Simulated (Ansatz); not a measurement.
# GaH4+ (singlet): the correlation ladder at distance Ga1–H2 = 1.684 Å, cc-pVDZ

Aim: climb from Hartree-Fock through coupled cluster and multireference methods for GaH4+ (singlet) at one geometry and basis, and see what each rung misses.

The runs use Ansatz 0.2.0, Gaussian basis; cc-pVDZ, core rule «outside noble gas», up to 14 orbitals frozen.

Plan: UHF; CCSD(T) on RHF; BCCD(T) on RHF; CISD; CCSDT(Q) on RHF; CASSCF and MRCISD+Q, 2 electrons in 2 orbitals; CASSCF and NEVPT2, 2 electrons in 2 orbitals; Full CI.

35 further runs of the same task are left out: 22 for a known fault of the program, 10 that didn't finish, 3 set aside as unsound or not needed.

## Step 1: The system

The geometry derives from a PBE0/def2-TZVP stationary point (not a proven minimum). One bond is set to the value named and the two fragments are kept rigid. No spin-orbit coupling is included. The filled d shell of Ga may be among the frozen orbitals whatever the setting's name suggests; the logs give the count.

5 atoms, charge 1, spin multiplicity 1.

Atoms are counted from 1 here; the program's logs count them from 0.

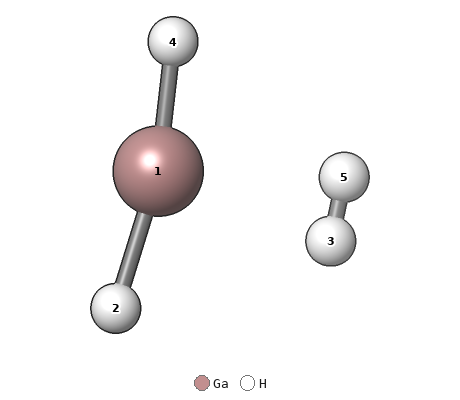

The structure; gallium pink, hydrogen white; atoms are numbered from 1 in the order of the file.

As a file:

```
Ga    0.00000   -0.00213   -0.05499
H     0.00000    1.67450   -0.21235
H     0.00000    0.38039    2.10709
H     0.00000   -1.52280   -0.19772
H     0.00000   -0.38465    2.10709
```

In the tables R marks a restricted determinant and U an unrestricted one; 'pair' is the active space of 2 electrons in 2 orbitals; energies count from the table's Hartree-Fock row.

## Step 2: UHF

File in.yaml:

```yaml
crystal:
  periodic: [false, false, false]
  atoms:
    - {symbol: Ga, position_ang: [0.000000, -0.002131, -0.054994]}
    - {symbol: H, position_ang: [0.000000, 1.674500, -0.212352]}
    - {symbol: H, position_ang: [0.000000, 0.380391, 2.107090]}
    - {symbol: H, position_ang: [0.000000, -1.522804, -0.197715]}
    - {symbol: H, position_ang: [0.000000, -0.384653, 2.107090]}
basis:
  gaussian: {orbitals: cc-pVDZ}
total_charge: 1
magnetization: {spin_polarized: true, initial_magnetization: 0}
hamiltonian: {xc: hf}
output: {orbitals: {seedname: orbitals}}
```

The run is started by

```bash
> ansatz run in.yaml --threads 1 --pin off --events-out ev --progress --plain --max-ram 2393MiB
```

The program printed:

```text
Functional definition: HF
  name "HF"
  cite "Fock, Z. Phys. 61, 126 (1930) doi:10.1007/BF01340294"
  parent pbe
  exchange = exact_x
  correlation = 0
492 factors; integrals over basis functions are off by at most 1.5e-3 eV
mean field evaluation 1: about -52387.3126 eV, gradient 5.8e0 eV
mean field evaluation 2: about -52387.3143 eV, gradient 5.8e0 eV
mean field evaluation 4: about -52387.7294 eV, gradient 1.7e-1 eV
mean field evaluation 8: about -52387.7291 eV, gradient 2.6e-5 eV
mean field -52387.72906277 eV, -1925.2135333785 hartree, gradient 2.6e-5 eV, S^2 0.000000; 0 other end points of the search recorded, 0 dependent functions left out
reference -52387.72906277 eV, -1925.2135333785 hartree; 17, 17 occupied and 30, 30 virtual orbitals, 492 factors
Total energy: -52387.72906277 eV, -1925.2135333785 hartree
```

Run time: 0.45 s. Hardware: 1 thread of Arm Neoverse V1, shared host.

From the report: ⟨S²⟩ of the determinant 0.000 (pure singlet: 0.00).

The unrestricted search falls back on the restricted solution.

## Step 3: CCSD(T) on RHF

Edit in.yaml of step 2 so:

```diff
@@ -11,4 +11,4 @@
 total_charge: 1
-magnetization: {spin_polarized: true, initial_magnetization: 0}
-hamiltonian: {xc: hf}
-output: {orbitals: {seedname: orbitals}}
+magnetization: {spin_polarized: false}
+correlation: {method: ccsd_t, electrons: outside_noble_gas}
+output: {forces: true}
```

Same command.

The program printed, shortened:

```text
Functional definition: HF
  name "HF"
  cite "Fock, Z. Phys. 61, 126 (1930) doi:10.1007/BF01340294"
  parent pbe
[...]
492 factors; integrals over basis functions are off by at most 1.5e-3 eV
[...]
mean field -52387.72906277 eV, -1925.2135333785 hartree, gradient 9.3e-6 eV, S^2 0.000000; 0 other end points of the search recorded, 0 dependent functions left out
14 core orbitals not correlated: weight in the atoms' cores, before any rotation towards them, 0.998 or more for the frozen orbitals, at most 0.001 for the correlated occupied ones
reference -52387.72906277 eV, -1925.2135333785 hartree; 3, 3 occupied and 30, 30 virtual orbitals, 492 factors
second order -2.14760331 eV of doubles, -0.00000000 eV of singles
cycle   1  -2.63001685 eV  change   -4.8e-1 eV  update   5.3e-2
[...]
cycle   9  -2.84158190 eV  change    3.7e-6 eV  update   2.3e-6
perturbative correction -0.02738092 eV, -0.0010062304 hartree
[...]
Total energy: -52390.59802559 eV, -1925.3189658178 hartree
Atom 0 at     0.000000    -0.002131    -0.054994 Å, force     0.000000     2.023276    -0.215775 eV/Å
Atom 1 at     0.000000     1.674500    -0.212352 Å, force     0.000000    -1.720569     0.131420 eV/Å
Atom 2 at     0.000000     0.380391     2.107090 Å, force     0.000000     0.249731     0.067430 eV/Å
Atom 3 at     0.000000    -1.522804    -0.197715 Å, force    -0.000000    -0.302078    -0.063998 eV/Å
Atom 4 at     0.000000    -0.384653     2.107090 Å, force    -0.000000    -0.250360     0.080924 eV/Å
Dipole moment:     0.000000    -0.006437     0.212229 e Å
```

It took 1 s on 1 thread of Arm Neoverse V1, shared host.

From the report: correlation -2.8690 eV; T1 0.010; largest double amplitude 0.09.

## Step 4: BCCD(T) on RHF

Edit in.yaml of step 3 so:

```diff
@@ -12,3 +12,2 @@
 magnetization: {spin_polarized: false}
-correlation: {method: ccsd_t, electrons: outside_noble_gas}
-output: {forces: true}
+correlation: {method: bccd_t, electrons: outside_noble_gas}
```

Launched as before.

The program printed, shortened:

```text
Functional definition: HF
  name "HF"
  cite "Fock, Z. Phys. 61, 126 (1930) doi:10.1007/BF01340294"
  parent pbe
[...]
492 factors; integrals over basis functions are off by at most 1.5e-3 eV
[...]
mean field -52387.72906277 eV, -1925.2135333785 hartree, gradient 9.3e-6 eV, S^2 0.000000; 0 other end points of the search recorded, 0 dependent functions left out
14 core orbitals not correlated: weight in the atoms' cores, before any rotation towards them, 0.998 or more for the frozen orbitals, at most 0.001 for the correlated occupied ones
reference -52387.72906277 eV, -1925.2135333785 hartree; 3, 3 occupied and 30, 30 virtual orbitals, 492 factors
second order -2.14760331 eV of doubles, -0.00000000 eV of singles
cycle   1  -2.63395102 eV  change   -4.9e-1 eV  update   5.3e-2
[...]
cycle   9  -2.84158768 eV  change    4.6e-6 eV  update   2.3e-6
perturbative correction -0.02776181 eV, -0.0010202276 hartree
Total energy: -52390.59841225 eV, -1925.3189800271 hartree
```

Run time: 0.6 s. Hardware: 1 thread of Arm Neoverse V1, shared host.

From the report: correlation -2.8693 eV; largest double amplitude 0.09.

## Step 5: CISD

Edit in.yaml of step 4 so:

```diff
@@ -11,3 +11,2 @@
 total_charge: 1
-magnetization: {spin_polarized: false}
-correlation: {method: bccd_t, electrons: outside_noble_gas}
+correlation: {active_space: {ras: {orbitals: [3, 0, 30], electrons: 6, max_holes: 2, max_particles: 2}, fixed_orbitals: true}}
```

Same command.

The program printed:

```text
Functional definition: HF
  name "HF"
  cite "Fock, Z. Phys. 61, 126 (1930) doi:10.1007/BF01340294"
  parent pbe
  exchange = exact_x
  correlation = 0
492 factors; integrals over basis functions are off by at most 1.5e-3 eV
mean field evaluation 1: about -52387.3126 eV, gradient 8.1e0 eV
mean field evaluation 2: about -52387.3143 eV, gradient 8.1e0 eV
mean field evaluation 4: about -52387.7295 eV, gradient 2.4e-1 eV
mean field evaluation 8: about -52387.7291 eV, gradient 9.3e-6 eV
mean field -52387.72906277 eV, -1925.2135333785 hartree, gradient 9.3e-6 eV, S^2 0.000000; 0 other end points of the search recorded, 0 dependent functions left out
reference -52387.72906277 eV, -1925.2135333785 hartree; 17, 17 occupied and 30, 30 virtual orbitals, 492 factors
state -52390.46591957 eV, -1925.3141110110 hartree
Total energy: -52390.46591957 eV, -1925.3141110110 hartree
```

Wall time 0.69 s (1 thread of Arm Neoverse V1, shared host).

From the report: 6,619 determinants.

## Step 6: CCSDT(Q) on RHF

Edit in.yaml of step 5 so:

```diff
@@ -11,2 +11,3 @@
 total_charge: 1
-correlation: {active_space: {ras: {orbitals: [3, 0, 30], electrons: 6, max_holes: 2, max_particles: 2}, fixed_orbitals: true}}
+magnetization: {spin_polarized: false}
+correlation: {method: ccsdt_q, electrons: outside_noble_gas}
```

The command is unchanged.

The program printed, shortened:

```text
Functional definition: HF
  name "HF"
  cite "Fock, Z. Phys. 61, 126 (1930) doi:10.1007/BF01340294"
  parent pbe
[...]
911 factors; integrals over basis functions are off by at most 2.6e-7 eV
[...]
mean field -52387.72915609 eV, -1925.2135368080 hartree, gradient 1.6e-6 eV, S^2 0.000000; 0 other end points of the search recorded, 0 dependent functions left out
14 core orbitals not correlated: weight in the atoms' cores, before any rotation towards them, 0.998 or more for the frozen orbitals, at most 0.001 for the correlated occupied ones
reference -52387.72915609 eV, -1925.2135368080 hartree; 3, 3 occupied and 30, 30 virtual orbitals, 911 factors
second order -2.14764547 eV of doubles, -0.00000000 eV of singles
cycle   1  -2.63002287 eV  change   -4.8e-1 eV  update   5.5e-2
[...]
cycle  12  -2.87838876 eV  change   -3.8e-8 eV  update   1.9e-7
perturbative correction -0.00080212 eV, -0.0000294775 hartree
Total energy: -52390.60834697 eV, -1925.3193451213 hartree
```

Wall time 2.1 s (1 thread of Arm Neoverse V1, shared host).

From the report: correlation -2.8792 eV; T1 0.010; largest double amplitude 0.10.

## Step 7: CASSCF and MRCISD+Q, 2 electrons in 2 orbitals

Edit in.yaml of step 6 so:

```diff
@@ -11,3 +11,2 @@
 total_charge: 1
-magnetization: {spin_polarized: false}
-correlation: {method: ccsdt_q, electrons: outside_noble_gas}
+correlation: {method: fic_mrcisd_q, electrons: outside_noble_gas, active_space: {window: {electrons: 2, orbitals: 2}}}
```

The command is unchanged.

The program printed, shortened:

```text
Functional definition: HF
  name "HF"
  cite "Fock, Z. Phys. 61, 126 (1930) doi:10.1007/BF01340294"
  parent pbe
[...]
492 factors; integrals over basis functions are off by at most 1.5e-3 eV
[...]
mean field -52387.72906277 eV, -1925.2135333785 hartree, gradient 9.3e-6 eV, S^2 0.000000; 0 other end points of the search recorded, 0 dependent functions left out
reference -52387.72906277 eV, -1925.2135333785 hartree; 17, 17 occupied and 30, 30 virtual orbitals, 492 factors
state -52388.22516292 eV, -1925.2317647228 hartree
contracted CI cycle   1: correlation 0.00000000 eV, 0.0000000000 hartree, residual 1.16e1 eV
contracted CI cycle   2: correlation -2.21799812 eV, -0.0815099276 hartree, residual 2.03e0 eV
contracted CI cycle   3: correlation -2.28753941 eV, -0.0840655228 hartree, residual 5.19e-1 eV
[...]
contracted CI cycle   2: correlation -2.20998272 eV, -0.0812153669 hartree, residual 2.01e0 eV
contracted CI cycle   3: correlation -2.28363366 eV, -0.0839219890 hartree, residual 5.15e-1 eV
contracted CI cycle   4: correlation -2.28926831 eV, -0.0841290588 hartree, residual 1.96e-1 eV
contracted CI cycle   5: correlation -2.29004023 eV, -0.0841574261 hartree, residual 7.03e-2 eV
contracted CI cycle   6: correlation -2.29014240 eV, -0.0841611811 hartree, residual 2.62e-2 eV
contracted CI cycle   7: correlation -2.29015500 eV, -0.0841616441 hartree, residual 8.08e-3 eV
contracted CI cycle   8: correlation -2.29015608 eV, -0.0841616837 hartree, residual 2.52e-3 eV
contracted CI cycle   9: correlation -2.29015618 eV, -0.0841616874 hartree, residual 8.54e-4 eV
state -52388.21284368 eV, -1925.2313119993 hartree; corrected -52390.63294475 eV, -1925.3202490732 hartree
state -52388.22516292 eV, -1925.2317647228 hartree; corrected -52390.63597570 eV, -1925.3203604585 hartree
Total energy: -52390.63597570 eV, -1925.3203604585 hartree
```

It took 2 s on 1 thread of Arm Neoverse V1, shared host.

From the report: 4 determinants; active occupations 1.96, 0.04.

## Step 8: CASSCF and NEVPT2, 2 electrons in 2 orbitals

Edit in.yaml of step 7 so:

```diff
@@ -11,2 +11,2 @@
 total_charge: 1
-correlation: {method: fic_mrcisd_q, electrons: outside_noble_gas, active_space: {window: {electrons: 2, orbitals: 2}}}
+correlation: {method: sc_nevpt2, electrons: outside_noble_gas, active_space: {window: {electrons: 2, orbitals: 2}}}
```

Launched as before.

The program printed, shortened:

```text
Functional definition: HF
  name "HF"
  cite "Fock, Z. Phys. 61, 126 (1930) doi:10.1007/BF01340294"
  parent pbe
[...]
492 factors; integrals over basis functions are off by at most 1.5e-3 eV
[...]
mean field -52387.72906277 eV, -1925.2135333785 hartree, gradient 9.3e-6 eV, S^2 0.000000; 0 other end points of the search recorded, 0 dependent functions left out
reference -52387.72906277 eV, -1925.2135333785 hartree; 17, 17 occupied and 30, 30 virtual orbitals, 492 factors
state -52388.22516292 eV, -1925.2317647228 hartree
state -52388.22516292 eV, -1925.2317647228 hartree; corrected -52389.94506146 eV, -1925.2949698286 hartree
state -52388.21284368 eV, -1925.2313119993 hartree
state -52388.21284368 eV, -1925.2313119993 hartree; corrected -52389.91801523 eV, -1925.2939758978 hartree
state -52388.22516292 eV, -1925.2317647228 hartree; corrected -52389.94506146 eV, -1925.2949698286 hartree
Total energy: -52389.94506146 eV, -1925.2949698286 hartree
```

Run time: 1.8 s. Hardware: 1 thread of Arm Neoverse V1, shared host.

From the report: 4 determinants; active occupations 1.96, 0.04.

## Step 9: Full CI

Edit in.yaml of step 8 so:

```diff
@@ -11,2 +11,2 @@
 total_charge: 1
-correlation: {method: sc_nevpt2, electrons: outside_noble_gas, active_space: {window: {electrons: 2, orbitals: 2}}}
+correlation: {method: fci, electrons: outside_noble_gas}
```

Same command.

The program printed:

```text
Functional definition: HF
  name "HF"
  cite "Fock, Z. Phys. 61, 126 (1930) doi:10.1007/BF01340294"
  parent pbe
  exchange = exact_x
  correlation = 0
911 factors; integrals over basis functions are off by at most 2.6e-7 eV
mean field evaluation 1: about -52387.3112 eV, gradient 8.1e0 eV
mean field evaluation 2: about -52387.3142 eV, gradient 8.1e0 eV
mean field evaluation 4: about -52387.7293 eV, gradient 2.4e-1 eV
mean field evaluation 8: about -52387.7292 eV, gradient 1.3e-5 eV
mean field -52387.72915609 eV, -1925.2135368080 hartree, gradient 1.6e-6 eV, S^2 0.000000; 0 other end points of the search recorded, 0 dependent functions left out
14 core orbitals not correlated: weight in the atoms' cores, before any rotation towards them, 0.998 or more for the frozen orbitals, at most 0.001 for the correlated occupied ones
reference -52387.72915609 eV, -1925.2135368080 hartree; 3, 3 occupied and 30, 30 virtual orbitals, 911 factors
state -52390.60865575 eV, -1925.3193564687 hartree
Total energy: -52390.60865575 eV, -1925.3193564687 hartree
```

It took 57 s on 1 thread of Arm Neoverse V1, shared host; peak memory 1.2 GiB.

From the report: 15,031,936 determinants, symmetry A'.

## Step 10: Natural occupations

Natural occupations of the FCI state about the gap (report; correlated orbitals 1 to 10): 1.964, 1.954, 1.938, 0.046, 0.021, 0.014, 0.013, 0.012, 0.006, 0.006. The count of effectively unpaired electrons, Σ n²(2 − n)², is 0.04; a single determinant of this spin has 0.

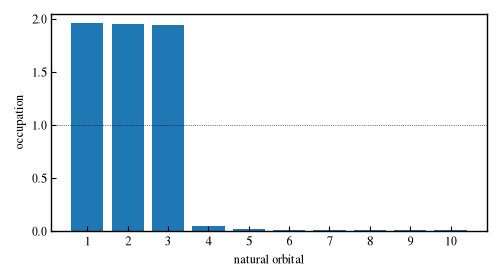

Natural occupations of the FCI state.

## Step 11: The ladder

The yardstick is full CI for this spin, exact in this basis with these frozen cores. Rows without a time come out of other runs: HF, MP2 and CCSD of CCSD(T), CCSDT of CCSDT(Q), CASSCF and MRCISD of the multireference runs. The times of RCCSD(T) include forces.

Differences are taken before rounding.

```
       method  energy from the lowest RHF (meV)  from FCI (meV)   time
          RHF                               0.0         +2879.6       
         RMP2                           -2147.6          +732.0       
        RCCSD                           -2841.6           +38.0       
     RCCSD(T)                           -2869.0           +10.6    1 s
      BCCD(T)                           -2869.3           +10.2  0.6 s
       RCCSDT                           -2878.5            +1.1       
    RCCSDT(Q)                           -2879.3            +0.3  2.1 s
  CASSCF pair                            -496.1         +2383.5       
  NEVPT2 pair                           -2216.0          +663.6  1.8 s
  MRCISD pair                           -2790.6           +89.0       
MRCISD+Q pair                           -2906.9           -27.3    2 s
          FCI                           -2879.6               0   57 s
```

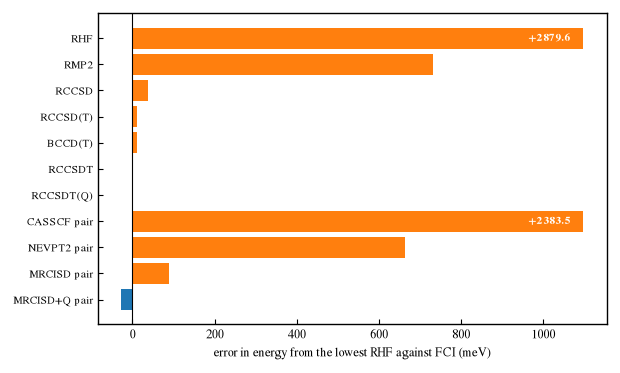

Error of each method against FCI. Bars with a number in them are cut short.

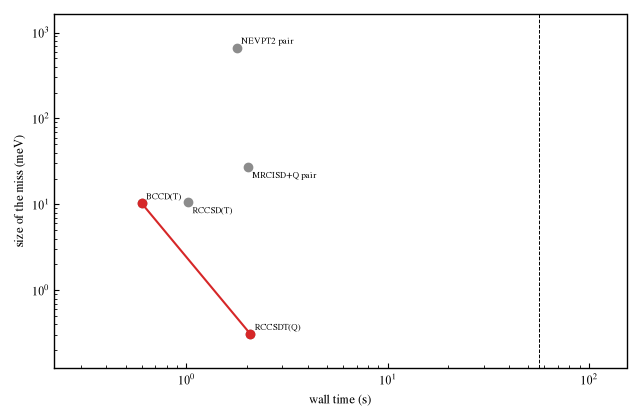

Miss against cost. Red marks the levels that no quicker level drawn beats (of those quicker than the yardstick), and the dashed line is the time of FCI. Times are from a shared host.

Not comparable, so not listed: CISD (they don't share determinant, frozen orbitals or solution with the rows shown, or repeat one).

## Step 12: Results

| quantity | value |
| --- | --- |
| FCI below the RHF energy | -2.8796 eV |
| RMP2 from FCI | +732.0 meV |
| RCCSD from FCI | +38.0 meV |
| RCCSD(T) from FCI | +10.6 meV |
| RCCSDT(Q) from FCI | +0.3 meV |
| NEVPT2 pair from FCI | +663.6 meV |
| MRCISD+Q pair from FCI | -27.3 meV |
| levels within 1 kcal/mol (43 meV) | RCCSD, RCCSD(T), BCCD(T), RCCSDT, RCCSDT(Q), MRCISD+Q pair |
| T1 diagnostic | 0.010 |
| effectively unpaired electrons | 0.04 |

What this shows: RCCSD(T) lands +10.6 meV from the yardstick (0.4 % of the correlation energy). MRCISD+Q pair falls below full CI: the +Q correction isn't variational, and the cores differ from full CI's. One determinant dominates. Of the multireference levels listed MRCISD+Q pair comes nearest in total energy (-27.3 meV), which doesn't show that its space is the better one. These misses are within one basis, not against nature.

For cost: RCCSDT(Q) gets within 0.3 meV in 2.1 s, where FCI took 57 s; the quickest level in the cost chart, BCCD(T), takes 0.6 s and misses by 10.2 meV.
